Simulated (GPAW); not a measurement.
# Ni K edge of the forms of ZnNi

Can the Ni K edge tell the forms of ZnNi apart?

Each spectrum comes from a core-hole supercell calculation (GPAW, LDA, excited-electron core hole (neutral cell), supercells with 5.8 to 6.5 Å between holes, Gaussian full width 1.44 eV up to 4 eV, rising linearly to 3.5 eV at 25 eV). Logs are left out.

The database entry behind the starting cell is an old determination (1936), so it need not match the best structure at ambient conditions.

### Step 1. The absorbers

| crystal | absorber's surroundings | own zero (eV) | rising edge (eV) | first and strongest maxima up to 30 eV above its own zero, eV (height) |
| --- | --- | --- | --- | --- |
| ZnNi (C2/m) | 4 Zn at 2.49 Å, 4 Ni at 2.59 Å, 2 Zn at 2.62 Å and 2 Ni at 2.91 Å (distorted cuboctahedral, site symmetry 2/m) | 8311.4 | 8316.1 | 6.8 eV (0.91), 10.1 eV (1.19), 13.7 eV (1.44) and 25.0 eV (1.02) |
| ZnNi (Pm-3m) | 8 Zn at 2.52 Å and 6 Ni at 2.91 Å (cube and octahedron, as in bcc, site symmetry m-3m) | 8311.6 | 8315.6 | 1.0 eV (0.61), 7.0 eV (1.05), 9.4 eV (1.05), 17.1 eV (1.62) and 25.8 eV (0.95) |
| ZnNi (P4/mmm) | 8 Zn at 2.52 Å, 4 Ni at 2.75 Å and 2 Ni at 3.21 Å (14-fold, site symmetry 4/mmm) | 8311.5 | 8315.6 | 1.3 eV (0.56), 8.4 eV (1.02), 11.9 eV (1.29), 16.0 eV (1.48) and 25.7 eV (0.97) |

Volume per atom: 12.28 Å³ (C2/m), 12.30 Å³ (Pm-3m) and 12.19 Å³ (P4/mmm).

The rising edge is the photon energy at which the scaled intensity last rises through 0.6 before the main maximum (total-energy differences, nothing else added); it carries a common error. In the free atom LDA prices this hole about 18 eV below PBE, which is itself good to a few eV.

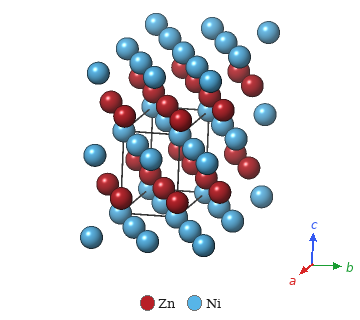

ZnNi (C2/m) (zinc red, nickel blue). 2×2×2 conventional cells are drawn. Some periodic images of atoms are drawn too.

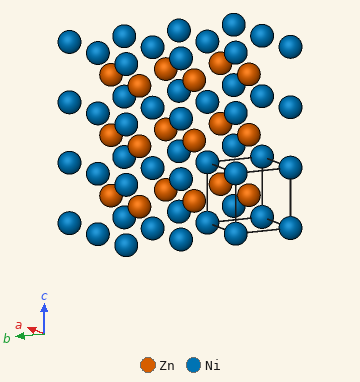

ZnNi (Pm-3m) (zinc orange, nickel blue). 2×3×3 cells are drawn. Some periodic images of atoms are drawn too.

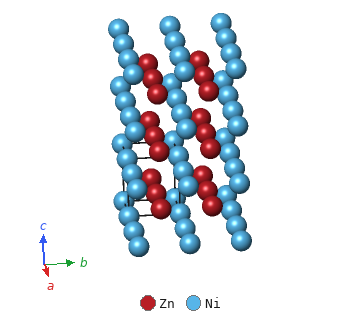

ZnNi (P4/mmm) (zinc red, nickel blue). 3×2×3 cells are drawn. Some periodic images of atoms are drawn too.

### Step 2. The spectra

Energy from 8311.4 eV, the lowest zero; each curve has a mean of 1 over its first 20 eV:

| E (eV) | ZnNi C2/m | ZnNi Pm-3m | ZnNi P4/mmm |
| --- | --- | --- | --- |
| -2.0 | 0.00 | 0.00 | 0.00 |
| -0.5 | 0.12 | 0.08 | 0.06 |
| 1.0 | 0.49 | 0.59 | 0.53 |
| 2.5 | 0.53 | 0.42 | 0.51 |
| 4.0 | 0.53 | 0.57 | 0.55 |
| 5.5 | 0.73 | 0.71 | 0.84 |
| 7.0 | 0.90 | 1.03 | 0.76 |
| 8.5 | 0.88 | 0.94 | 1.02 |
| 10.0 | 1.19 | 1.02 | 0.95 |
| 11.5 | 1.12 | 0.96 | 1.26 |
| 13.0 | 1.39 | 1.18 | 1.25 |
| 14.5 | 1.40 | 1.36 | 1.33 |
| 16.0 | 1.37 | 1.48 | 1.48 |
| 17.5 | 1.29 | 1.61 | 1.35 |
| 19.0 | 1.24 | 1.21 | 1.21 |
| 20.5 | 1.09 | 0.82 | 1.09 |
| 22.0 | 0.96 | 0.69 | 0.91 |
| 23.5 | 0.98 | 0.74 | 0.89 |
| 25.0 | 1.02 | 0.91 | 0.96 |
| 26.5 | 0.98 | 0.94 | 0.96 |
| 28.0 | 0.95 | 0.88 | 0.95 |
| 29.5 | 0.97 | 0.85 | 0.95 |
| 31.0 | 0.95 | 0.90 | 0.92 |

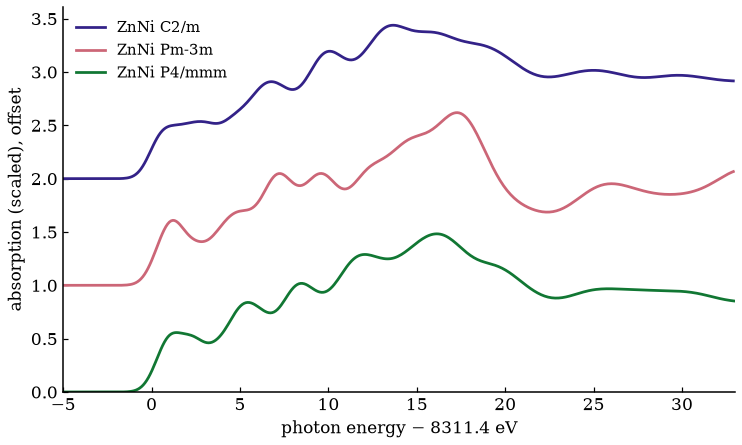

The Ni K edges.

### Step 3. Reading

After the best relative shift (up to 4 eV allowed) the most alike pair, ZnNi (P4/mmm) and ZnNi (C2/m), differs by 9 % r.m.s., the least alike, ZnNi (Pm-3m) and ZnNi (C2/m), by 16 %. Between 0 and 30 eV on the axis shown, these two part most near 17.4 eV, where ZnNi (Pm-3m) is higher by 0.3. The rising edges span 0.5 eV, lowest for ZnNi (Pm-3m). On this measure the closest forms look alike, so telling them apart would rest on single features. How much of a difference is left by the finite cells wasn't tested for these crystals. A K edge sees empty p states, which here mix into the lowest empty bands, so that weight starts at the zero.

The hole lies in one spin channel, while the script sums the empty states of both and takes the lower zero; where the two channels are split, this blurs and shifts the curve. Quadrupole 1s→3d transitions, which feed the pre-edge, are not in the dipole spectrum. The starting moments shrank to 0.00 μB or less, so this is hardly a magnetic state. The starting moments shrank to 0.01 μB or less, so this is hardly a magnetic state. Lifetime broadening is put in by hand, and intensities beyond about 20 eV depend on it. Meshes are coarse enough for small ripples in ZnNi (C2/m), ZnNi (Pm-3m) and ZnNi (P4/mmm). Some cells keep the holes under 6.5 Å apart, so shapes are probably not fully converged. The structures are entries of the Crystallography Open Database and the Materials Project (computed), used as given.

[Hosts, paths, dates, database ids (printed as entryN), source tags and the programs' standing remarks are cut or masked in the printed files.]
